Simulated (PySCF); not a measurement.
**Run report: C$_{2}$H$_{7}$In, geometry relaxation**

C$_{2}$H$_{7}$In, SMILES [CH3][InH][CH3], computed with PBE0-D3(BJ)/def2-SVP geometry optimisation, gas phase (PySCF 2.14.0).

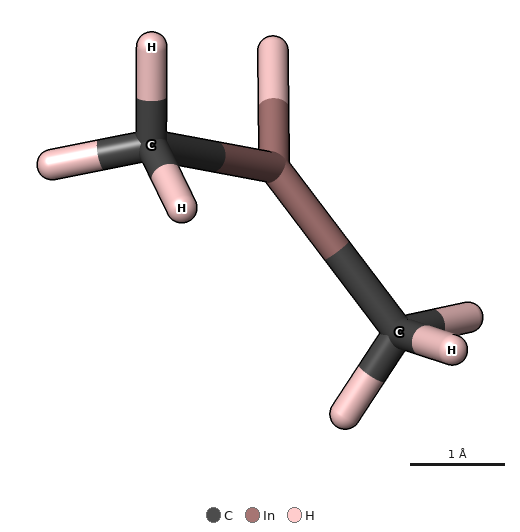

Figure 1. The structure as given in the input (stick view, seen at a tilt). Sticks mark near contacts.

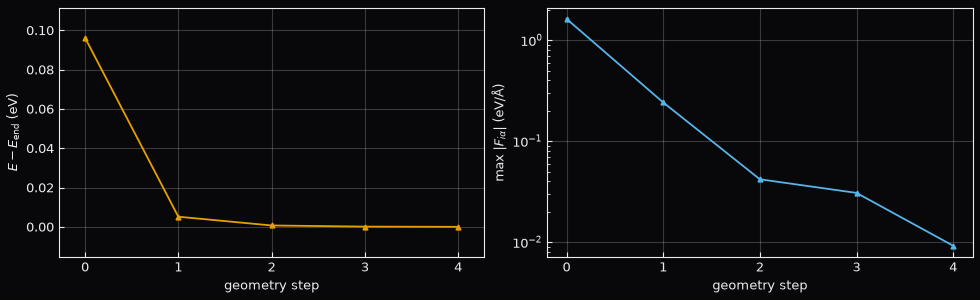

Figure 2. Progress of the relaxation, step by step (steps are counted from 0).

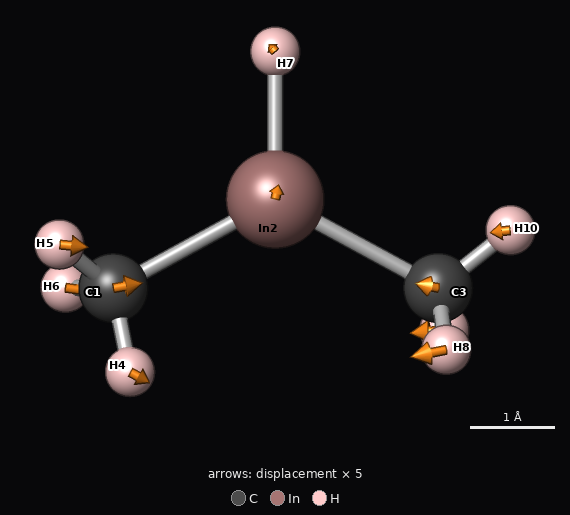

Figure 3. The starting structure with the displacements as orange arrows, magnified 5 times (ball-and-stick view, seen on its broad side). The two geometries are laid on each other by the best rigid fit. The largest move after the best rigid fit is that of H6, 0.097 Å. By element the largest moves are H 0.097 Å, C 0.074 Å, In 0.038 Å. Among the contacts that change: C1–In2 2.215 → 2.170 Å, C1–H4 1.063 → 1.099 Å, In2–H7 1.762 → 1.745 Å, C3–H8 1.086 → 1.101 Å. Among the angles that change: In2–C1–H4 108.7° → 111.5°, C1–In2–C3 123.0° → 120.2°, H8–C3–H10 106.7° → 109.1°. The energy falls by 0.096 eV in 4 geometry steps. The largest force component goes from 1.6 to 0.0092 eV/Å. (Atoms are counted from 1 in the order of the input.)

The input and output of the run follow.

### Input file
```
{"job": {"xc": "PBE0", "basis": "def2-SVP", "d3": "d3bj", "grid": 1, "maxiter": 30, "shake": 0.01, "kind": "geom"}, "charge": 0, "multiplicity": 1}
C     -1.947350    -0.267190    -0.017450
In     0.009880     0.766910     0.064070
C      1.946260    -0.306000    -0.031650
H     -1.794640    -1.300910     0.179490
H     -2.660120     0.172030     0.698820
H     -2.407650    -0.125010    -1.016240
H      0.041570     2.523760     0.199330
H      1.945870    -1.139640     0.664210
H      2.117480    -0.686220    -1.010750
H      2.799140     0.341330     0.249120
```

The first line tells a small driver script what to run in PySCF; the rest is the geometry in Å.

Launched with:
```bash
OMP_NUM_THREADS=1 python <driver script> task.json out
```

### Output
```
step   0  E = -270.36097382  max force = 0.031638
step   1  E = -270.36432058  max force = 0.004703
step   2  E = -270.36448435  max force = 0.000815
step   3  E = -270.36450575  max force = 0.000597
step   4  E = -270.36450984  max force = 0.000179
optimisation converged
```

### Trajectory as extended XYZ (Å, eV, eV/Å), 5 frames, from step=0 to step=4
```
10
Properties=species:S:1:pos:R:3:forces:R:3 step=0 energy=-7356.89682
C    -1.9473   -0.2672   -0.0175    0.0955   1.6269  -0.4241
In    0.0099    0.7669    0.0641    0.0237  -0.0952  -0.0456
C     1.9463   -0.3060   -0.0316   -0.2892   1.1042   1.1538
H    -1.7946   -1.3009    0.1795    0.0065  -1.3178   0.2041
H    -2.6601    0.1720    0.6988    0.1591  -0.0677   0.1092
H    -2.4076   -0.1250   -1.0162    0.2429  -0.1414   0.1382
H     0.0416    2.5238    0.1993   -0.0163  -0.1605  -0.0109
H     1.9459   -1.1396    0.6642   -0.1092  -0.4755   0.2840
H     2.1175   -0.6862   -1.0108    0.1672  -0.4914  -1.2780
H     2.7991    0.3413    0.2491   -0.2801   0.0184  -0.1306
10
Properties=species:S:1:pos:R:3:forces:R:3 step=1 energy=-7356.98789
C    -1.8477   -0.2680   -0.0269   -0.0347  -0.2419   0.0976
In    0.0097    0.8374    0.0704    0.0017  -0.0506  -0.0110
C     1.8583   -0.2832   -0.0079    0.2093  -0.0843  -0.1572
H    -1.6842   -1.3433    0.1785   -0.0406   0.2398  -0.0502
H    -2.5819    0.1280    0.6899   -0.0141  -0.0045   0.0214
H    -2.2864   -0.1707   -1.0310   -0.0180  -0.0042  -0.0684
H     0.0088    2.5703    0.1969   -0.0019   0.0498   0.0003
H     1.8248   -1.1399    0.6823   -0.0567  -0.0215  -0.0060
H     2.0218   -0.6868   -1.0272   -0.0731   0.0811   0.1847
H     2.7274    0.3354    0.2543    0.0282   0.0361  -0.0112
10
Properties=species:S:1:pos:R:3:forces:R:3 step=2 energy=-7356.99235
C    -1.8779   -0.2675   -0.0263    0.0240  -0.0312   0.0039
In    0.0113    0.8053    0.0688   -0.0107  -0.0338  -0.0033
C     1.8921   -0.2801   -0.0065    0.0419  -0.0201  -0.0018
H    -1.7364   -1.3394    0.1768   -0.0116   0.0183  -0.0082
H    -2.6042    0.1414    0.6923    0.0236   0.0134   0.0054
H    -2.3153   -0.1623   -1.0326    0.0202   0.0074   0.0002
H     0.0087    2.5439    0.1937   -0.0045   0.0164  -0.0027
H     1.8666   -1.1395    0.6815   -0.0175   0.0011  -0.0073
H     2.0547   -0.6778   -1.0221   -0.0296   0.0120   0.0157
H     2.7511    0.3553    0.2535   -0.0358   0.0165  -0.0019
10
Properties=species:S:1:pos:R:3:forces:R:3 step=3 energy=-7356.99293
C    -1.8727   -0.2692   -0.0262   -0.0105  -0.0050  -0.0054
In    0.0114    0.8036    0.0695    0.0004   0.0241   0.0025
C     1.8891   -0.2807   -0.0057    0.0307  -0.0112   0.0214
H    -1.7336   -1.3404    0.1760   -0.0049  -0.0165   0.0004
H    -2.5967    0.1424    0.6930    0.0072   0.0059  -0.0015
H    -2.3075   -0.1616   -1.0333    0.0064   0.0060   0.0059
H     0.0066    2.5446    0.1926   -0.0043  -0.0083  -0.0042
H     1.8616   -1.1404    0.6816   -0.0031   0.0049  -0.0047
H     2.0469   -0.6766   -1.0216   -0.0079  -0.0014  -0.0140
H     2.7456    0.3577    0.2533   -0.0140   0.0015  -0.0005
10
Properties=species:S:1:pos:R:3:forces:R:3 step=4 energy=-7356.99304
C    -1.8724   -0.2704   -0.0262   -0.0007  -0.0044  -0.0004
In    0.0116    0.8028    0.0703    0.0043   0.0064   0.0018
C     1.8904   -0.2808   -0.0049    0.0025  -0.0042   0.0092
H    -1.7365   -1.3424    0.1752   -0.0025  -0.0062   0.0001
H    -2.5950    0.1435    0.6929   -0.0002   0.0022   0.0001
H    -2.3058   -0.1601   -1.0333   -0.0007   0.0043  -0.0002
H     0.0043    2.5433    0.1911   -0.0036  -0.0009  -0.0031
H     1.8631   -1.1406    0.6819    0.0010   0.0017  -0.0009
H     2.0459   -0.6756   -1.0217   -0.0009   0.0002  -0.0071
H     2.7451    0.3597    0.2536    0.0008   0.0008   0.0006
```

### Key numbers

- outcome: converged
- total energy: −270.364510 hartree
- dipole moment: 0.61 D
- point group: C1
- hardware: 1 CPU thread, shared host
- wall time: 14 s
- peak memory: 0.38 GiB
